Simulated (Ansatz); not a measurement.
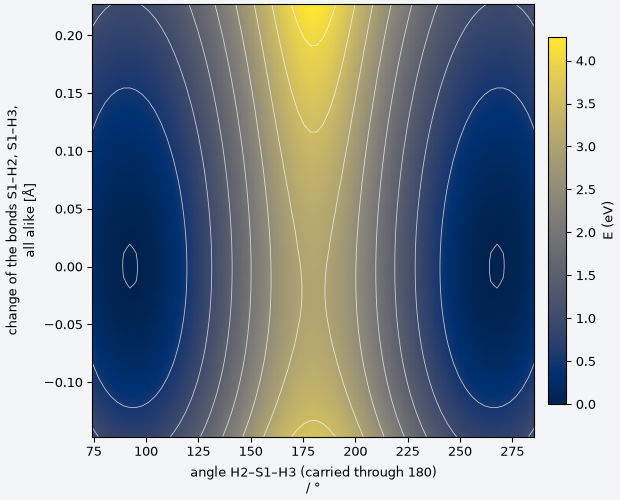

H₂S, SMILES S. Coordinates scanned: (1) angle H2–S1–H3 (carried through 180); (2) change of the bonds S1–H2, S1–H3, all alike. Nothing is relaxed (all other coordinates rigid). Grid: 15 × 15 points; 120 points were computed and 105 follow by symmetry. Points are written as (first, second). Energies are in eV, from the lowest grid point. This map comes from RKS r2SCAN0-D4/def2-TZVP in Ansatz.

Drawn: a smooth colour map with a few white contour lines. Between grid points the surface is interpolated.

The lowest grid point is at (89.5°, 0.013 Å); the map holds 2 wells of about this depth. It is the only kind of minimum in the scanned range. The highest grid point, (180.0°, 0.227 Å), lies 4.28 eV above the lowest. On the interpolated surface the easiest way out of the lowest well to a well of about the same depth near (270.5°, 0.013 Å) passes a barrier of about 3.1 eV.

The level of theory is changed to Ansatz 0.2.0, RHF/def2-TZVP; with it change the reference geometry, relaxed at the new level; the new grid has 15 × 15 points, laid about the new relaxed structure.

Question: How does the landscape change?

Answer: The minimum (interpolated where it lies between grid points) moves from about (90°, 0.000 Å) to about (94°, 0.000 Å). The easiest pass out of the lowest well goes from about 3.1 to about 3.5 eV on the interpolated surfaces. The curvature at the minimum changes from about 4.8 to 5.5 eV/rad² along the first coordinate and by less than a tenth (about 59) eV/Å² along the second coordinate.

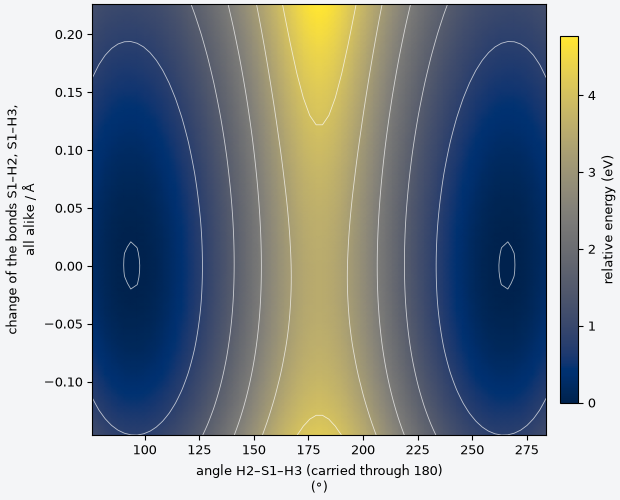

The map after the change, on a colour scale of its own. The picture shows a smooth colour map with a few white contour lines. Between grid points the surface is interpolated.
